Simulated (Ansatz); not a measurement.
# Calculations on BNH4OCl2

**1. Relaxation**

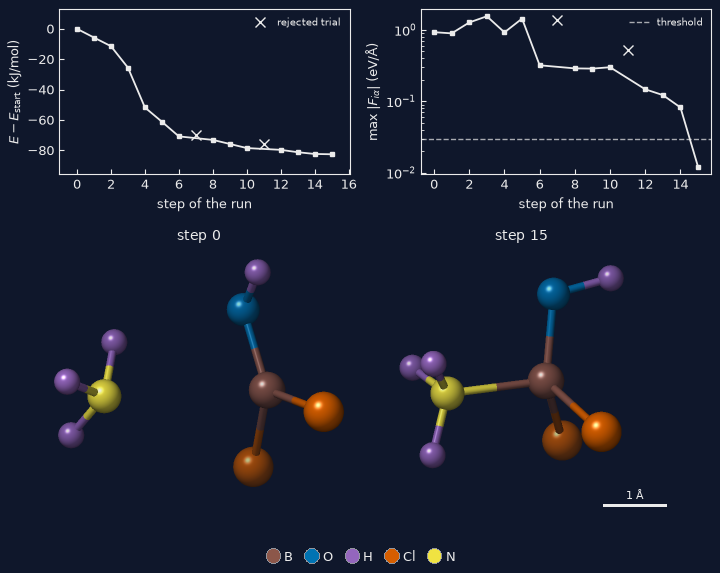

First and last geometry of a relaxation of BNH4OCl2, with the history of the run. Style: ball-and-stick. Shown at a tilt.

The run prepares an end point of a later path (reaction) calculation, from a guessed geometry.

The calculation used Ansatz, RKS r2SCAN-D4/6-31G*.

Input
```yaml
crystal:
  periodic: [false, false, false]
  atoms:
    - { symbol: B, position_ang: [-0.052298, -0.414324, 0.063891] }
    - { symbol: O, position_ang: [-0.166451, -0.543445, 1.43429] }
    - { symbol: H, position_ang: [-1.09912, -0.480968, 1.695275] }
    - { symbol: Cl, position_ang: [1.54649, -0.613511, -0.638368] }
    - { symbol: Cl, position_ang: [-1.490324, -0.310707, -0.962936] }
    - { symbol: "N", position_ang: [0.378616, 2.195172, 0.788575] }
    - { symbol: H, position_ang: [1.344866, 2.450911, 0.589227] }
    - { symbol: H, position_ang: [-0.115771, 3.050075, 1.032952] }
    - { symbol: H, position_ang: [0.405992, 1.589197, 1.629094] }
basis:
  gaussian: { orbitals: "6-31G*" }
hamiltonian:
  xc: r2scan
  dispersion: d4
relax:
  f_tol: 0.03
  max_steps: 50
```

Launched with:
```bash
ansatz run input.yaml --threads 2 --pin off --max-ram 3072MiB --backend cpu --events-out ev --progress --plain --runs-dir out
```

Did the run converge, and what did it change?

It converged. The energy falls by 82.6 kJ/mol in 13 accepted moves (15 points after the start). The largest force component goes from 0.93 to 0.012 eV/Å. The line search rejected the trial steps at points 7, 11 of the run. The atom that moves furthest after the best rigid fit is H7 (0.84 Å). Largest moves by element: H 0.84 Å, Cl 0.80 Å, B 0.75 Å, O 0.57 Å, N 0.42 Å. Some distances before and after: B1–N6 2.742 → 1.627 Å, B1–Cl4 1.758 → 1.873 Å, B1–Cl5 1.770 → 1.872 Å, B1–O2 1.381 → 1.398 Å. New bonds form, among them: B1–N6 (2.74 → 1.63 Å). Among the angles between lasting bonds that change: Cl4–B1–Cl5 120.9° → 111.1°, O2–B1–Cl5 120.9° → 116.1°, H7–N6–H9 106.3° → 109.0°.

```json
{"step": "0", "E − E(0), kJ/mol": "0.00", "largest force component, eV/Å": "0.9319", "note": ""}
{"step": "1", "E − E(0), kJ/mol": "-5.75", "largest force component, eV/Å": "0.8970", "note": ""}
{"step": "2", "E − E(0), kJ/mol": "-11.44", "largest force component, eV/Å": "1.2744", "note": ""}
{"step": "3", "E − E(0), kJ/mol": "-25.57", "largest force component, eV/Å": "1.5558", "note": ""}
{"step": "4", "E − E(0), kJ/mol": "-51.81", "largest force component, eV/Å": "0.9262", "note": ""}
{"step": "5", "E − E(0), kJ/mol": "-61.17", "largest force component, eV/Å": "1.4428", "note": ""}
{"step": "6", "E − E(0), kJ/mol": "-70.84", "largest force component, eV/Å": "0.3205", "note": ""}
{"step": "7", "E − E(0), kJ/mol": "-70.07", "largest force component, eV/Å": "1.3959", "note": "rejected"}
{"step": "8", "E − E(0), kJ/mol": "-73.14", "largest force component, eV/Å": "0.2901", "note": ""}
{"step": "9", "E − E(0), kJ/mol": "-75.81", "largest force component, eV/Å": "0.2879", "note": ""}
{"step": "10", "E − E(0), kJ/mol": "-78.52", "largest force component, eV/Å": "0.3011", "note": ""}
{"step": "11", "E − E(0), kJ/mol": "-76.04", "largest force component, eV/Å": "0.5216", "note": "rejected"}
{"step": "12", "E − E(0), kJ/mol": "-79.69", "largest force component, eV/Å": "0.1478", "note": ""}
{"step": "13", "E − E(0), kJ/mol": "-81.25", "largest force component, eV/Å": "0.1227", "note": ""}
{"step": "14", "E − E(0), kJ/mol": "-82.41", "largest force component, eV/Å": "0.0823", "note": ""}
{"step": "15", "E − E(0), kJ/mol": "-82.60", "largest force component, eV/Å": "0.0122", "note": ""}
```

Limits of the set-up: the start holds two separate molecules, 2.2 Å apart at their closest, whose relative position is a soft coordinate.

**2. Relaxation**

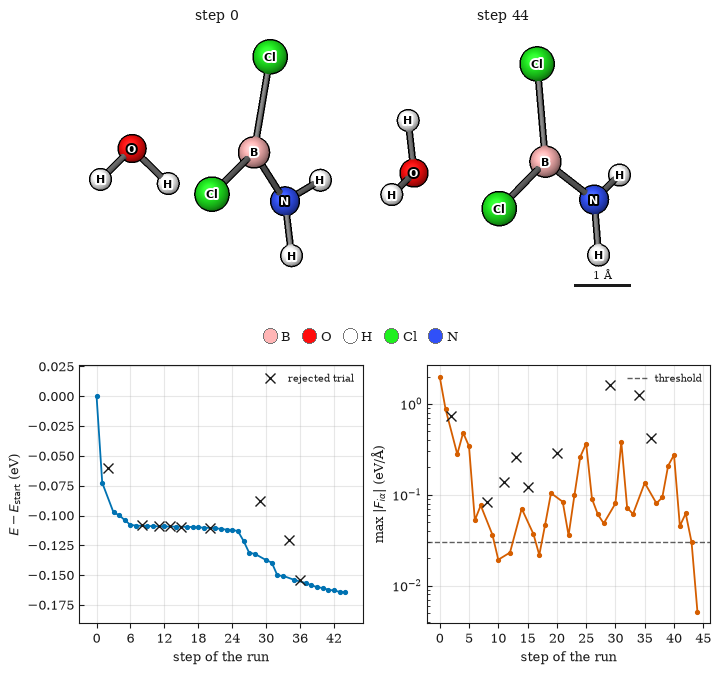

First and last geometry of a relaxation of BNH₄OCl₂, with the history of the run. The picture is a ball-and-stick view, seen from a free direction.

The run prepares an end point of a later path (reaction) calculation, from a guessed geometry.

Computed with RKS r2SCAN-D4/6-31G* in Ansatz. Set-up: no spin polarisation; force threshold 0.03 eV/Å; at most 50 steps.

### Did the run converge, and what did it change?

It converged. The largest move after the best rigid fit is that of an H atom, 1.52 Å. Largest moves by element: H 1.52 Å, O 0.48 Å, N 0.44 Å, Cl 0.39 Å, B 0.21 Å. Near-neighbour distances that change, for instance: B–N 1.477 → 1.388 Å, B–Cl 1.758 → 1.781 Å, H–O 0.987 → 0.969 Å. Among the angles between lasting bonds that change: B–N–H 119.5° → 122.0°, B–N–H 119.7° → 122.0°, Cl–B–Cl 121.4° → 119.1°. After 35 accepted moves (44 points after the start) the energy has fallen by 0.164 eV. The largest force component goes from 2 to 0.0052 eV/Å. The line search rejected the trial steps at points 2, 8, 11, 13, 15, 20, 29, 34 and more of the run. The forces were under the threshold at step 10, but the run went on from there.

Limits of the set-up: the start holds two separate molecules, 2.3 Å apart at their closest, whose relative position is a soft coordinate.

**3. Path**

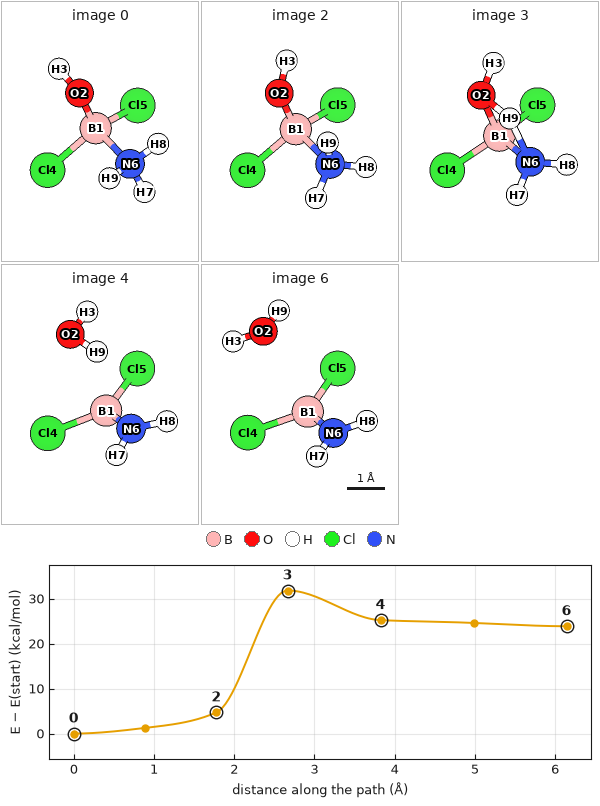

A search for the minimum-energy path of BNH₄OCl₂ by the nudged elastic band. Images are numbered from 0 (start) to 6 (end). The picture is a ball-and-stick view, seen from a free direction.

The calculation used RKS r2SCAN-D4/6-31G* (Ansatz). Settings: 5 movable images; climbing image; force threshold 0.05 eV/Å; iteration limit 60; starting path through a guess of the saddle point.

Question: What happens along the path, and what is the barrier?

Answer: Breaking: B1–O2 (1.40 → 1.60 at the top → 2.81 Å), N6–H9 (1.02 → 1.42 at the top → 3.67 Å). Forming: O2–H9 (2.57 → 1.16 at the top → 0.97 Å). Forward barrier 31.8 kcal/mol, backward barrier 8.0 kcal/mol, with image 3 at the top; the reaction energy is +23.9 kcal/mol. The band is converged. At the top, the vibrational analysis gives one imaginary mode (1093i cm⁻¹), as a transition state must have.
